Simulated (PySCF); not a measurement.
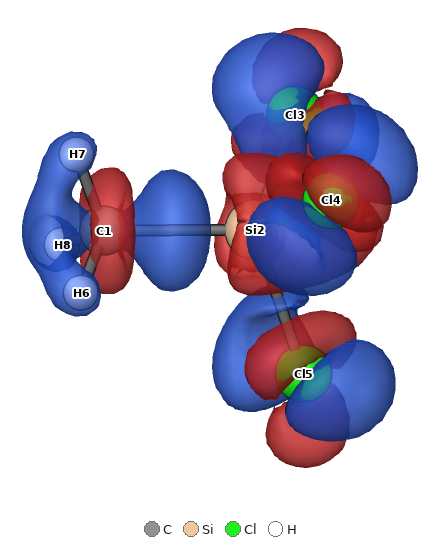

Figure. CH3Cl3Si, SMILES `C[Si](Cl)(Cl)Cl`. Dual descriptor f⁺ − f⁻ at ±0.02 e/Å³ (red positive, blue negative).

PySCF calculation, B3LYP/def2-SVP, gas phase; geometry: GFN2-xTB. No frequency check shows the geometry to be a minimum. GFN2-xTB bond lengths at metals and heavier atoms can be off by up to 0.1 Å and shapes distorted, which carries into these values.

Which atoms come out as electrophilic, and which as nucleophilic?

Electrophilic (positive): Si2 (+0.09). Nucleophilic (negative): Cl3, Cl4 and Cl5 (−0.07). f⁻ (Hirshfeld-condensed) is largest on Cl3, Cl4 and Cl5 (0.24 each); the vertical ionisation energy is 10.97 eV. f⁺ (Hirshfeld-condensed) is largest on Cl3, Cl4 and Cl5 (0.17 each) and Si2 (0.15); the vertical electron affinity is −2.75 eV (the stability of the anion's solution wasn't checked; negative, but this basis has no diffuse functions, so it doesn't show that the anion is unbound).
